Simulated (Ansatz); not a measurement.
A series of calculations on SiH$_{2}$ClF$_{3}$

### Relaxation

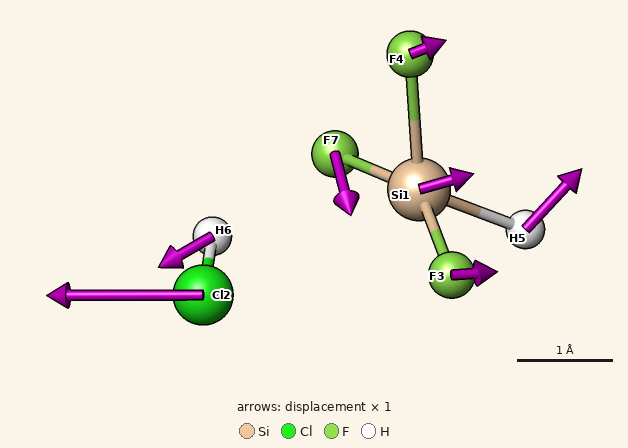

A relaxation of SiH2ClF3 (started from a transition state, displaced along its imaginary mode). The starting structure is drawn; purple arrows show the displacements, at their true length. The two geometries are superimposed by the best rigid fit.

A ball-and-stick model, seen from a free direction.

Theory: Ansatz 0.2.0, RKS PBE0-D4/def2-TZVP. Settings: force threshold 0.005 eV/Å; at most 200 steps.

### Which element moves most?

Chlorine: up to 1.71 Å, against 0.89 Å for hydrogen.

### What did the optimiser do to the structure, and how much energy did it gain?

The atom that moves furthest after the best rigid fit is Cl2 (1.71 Å). By element the largest moves are Cl 1.71 Å, H 0.89 Å, F 0.86 Å, Si 0.61 Å. Near-neighbour distances that change, for instance: Si1–Cl2 2.556 → 4.698 Å, Cl2–H6 1.167 → 1.281 Å, Si1–F3 1.628 → 1.570 Å, Si1–F7 1.610 → 1.582 Å. Among the angles between lasting bonds that change: F3–Si1–F7 152.9° → 107.7°, H5–Si1–F7 92.0° → 110.1°, F3–Si1–H5 97.7° → 111.2°. Over 30 accepted moves (33 points after the start) the energy falls by 166.9 kJ/mol. The largest force component goes from 4.6 to 0.0014 eV/Å. The line search rejected the trial steps at points 14, 16, 17 of the run.

### Relaxation

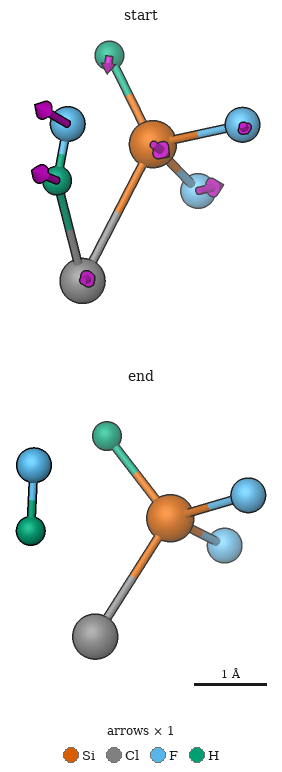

The structure of SiH$_{2}$ClF$_{3}$ (started from a transition state, displaced along its imaginary mode) before (top) and after (bottom) a relaxation, at one scale. The purple arrows give the displacements, at their true length.

The picture is a ball-and-stick view, seen from a free direction.

These are results of RKS PBE0-D4/def2-TZVP in Ansatz 0.2.0, not measurements.

Input
```yaml
crystal:
  periodic: [false, false, false]
  atoms:
    - {symbol: Si, position_ang: [-0.407412, -0.247896, -0.239600]}
    - {symbol: Cl, position_ang: [1.780315, -0.117967, -0.482267]}
    - {symbol: F, position_ang: [-0.514219, -1.244076, -1.459541]}
    - {symbol: F, position_ang: [-1.107489, 1.072860, -0.759982]}
    - {symbol: H, position_ang: [-1.189277, -0.974611, 0.793413]}
    - {symbol: H, position_ang: [1.072055, 0.703566, 0.889607]}
    - {symbol: F, position_ang: [0.366026, 0.808124, 1.258470]}
basis:
  gaussian: {orbitals: def2-TZVP}
hamiltonian: {xc: pbe0, dispersion: d4}
relax: {f_tol: 0.005, max_steps: 200}
```

Command:
```bash
ansatz run in.yaml --threads 4 --pin off --events-out ev --progress --plain --max-ram 9574MiB
```

### What changed between the two?

The largest move after the best rigid fit is that of F7, 0.81 Å. By element the largest moves are F 0.81 Å, H 0.65 Å, Si 0.45 Å, Cl 0.33 Å. Some distances before and after: Si1–F7 1.989 → 3.227 Å, Si1–H6 2.090 → 3.067 Å, Cl2–F7 2.427 → 3.171 Å, Cl2–H6 1.749 → 2.472 Å. Bond angles that change, for instance: Cl2–Si1–H5 128.9° → 111.6°, Cl2–Si1–F3 91.1° → 107.3°, F3–Si1–H5 101.1° → 110.2°. After 14 accepted moves (15 points after the start) the energy has fallen by 42.8 kcal/mol. Largest force component: 12 eV/Å at the start, 0.0046 eV/Å at the end. The line search rejected the trial step at point 9 of the run. The forces were under the threshold at step 11, but the run went on from there. Cost: 38 s on 4 threads of Arm Neoverse V1 (shared host).

### Reaction

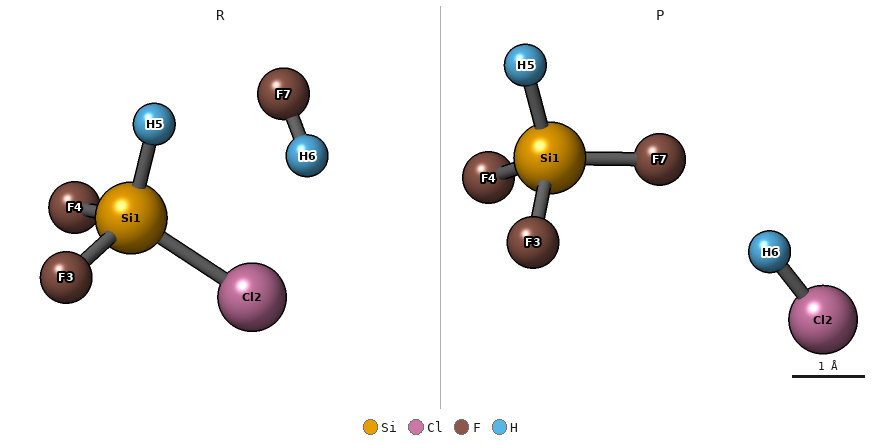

Reactant (R) and product (P) of one elementary step of SiH2ClF3. A ball-and-stick model, seen at a tilt.

Stationary points at PBE0-D4/def2-TZVP, single-point energies with CCSD(T)/CBS, PBE0-D4, r2SCAN-D4 (def2-TZVPP where no basis is named; Ansatz 0.2.0). The energies are electronic, without zero-point or thermal terms, and both ends are the minima reached downhill from the saddle, with any fragments still in contact. CCSD(T)/CBS stands for a frozen-core estimate: MP2 correlation extrapolated from def2-TZVPP and def2-QZVPP, CCSD(T) minus MP2 from the smaller set.

R:
```xyz
7

Si   -0.4716   -0.4676   -0.6192
Cl    1.5604   -0.3082   -0.6539
F    -0.8845   -1.4460   -1.7843
F    -1.0831    0.9459   -0.9401
H    -0.9502   -0.9797    0.6627
H     1.2777    1.0495    1.3923
F     0.5513    1.2061    1.9426
```

P:
```xyz
7

Si   -1.1573   -0.3051   -0.0757
Cl    3.3845    0.8899    0.0355
F    -0.8240   -1.3760   -1.1746
F    -1.6091    1.0216   -0.7840
H    -2.1855   -0.7909    0.8401
H     2.2152    0.5582    0.4413
F     0.1762    0.0023    0.7174
```

What is the transition state like, and how high is the barrier?

Counted by bonded pieces, R holds HF + SiHClF₂ and P holds HCl + SiHF₃. From R over the saddle to P, bonds form: Si1–F7 (3.23 → 1.80 → 1.58 Å), Cl2–H6 (2.47 → 1.46 → 1.28 Å). Bonds break: Si1–Cl2 (2.04 → 2.38 → 4.70 Å), H6–F7 (0.92 → 1.24 → 2.13 Å). The saddle has one imaginary mode, 649i cm⁻¹. With CCSD(T)/CBS the barrier is 30.0 kcal/mol from R and 42.3 kcal/mol from P, and P lies 12.3 kcal/mol below R.

```tsv
level	barrier from R (kcal/mol)	barrier from P (kcal/mol)	P less R (kcal/mol)
CCSD(T)/CBS	30.0	42.3	−12.3
PBE0-D4	26.4	36.8	−10.3
r2SCAN-D4	23.9	35.6	−11.7
```

Against CCSD(T)/CBS, PBE0-D4 comes closest on the barrier from R (−3.5 kcal/mol) and r2SCAN-D4 misses most (−6.1 kcal/mol).

Saddle geometry:

```xyz
7

Si   -0.4892   -0.1970   -0.1478
Cl    1.8690   -0.0528   -0.4355
F    -0.4583   -1.2025   -1.3888
F    -1.1506    1.0855   -0.7867
H    -1.2637   -1.0027    0.7994
H     1.3124    0.6248    0.7283
F     0.1804    0.7447    1.2313
```

The saddle point in the same view, with dashed sticks for the bonds that form or break:

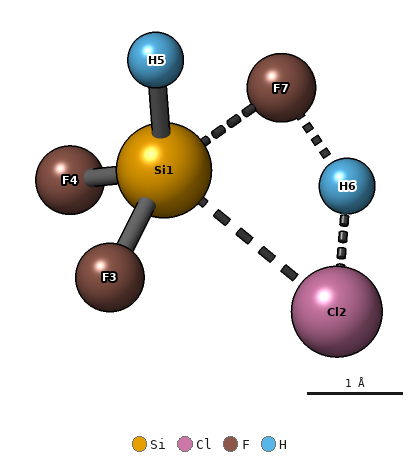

Limits of the set-up: the start holds two separate molecules, 2.5 Å apart at their closest, whose relative position is a soft coordinate.
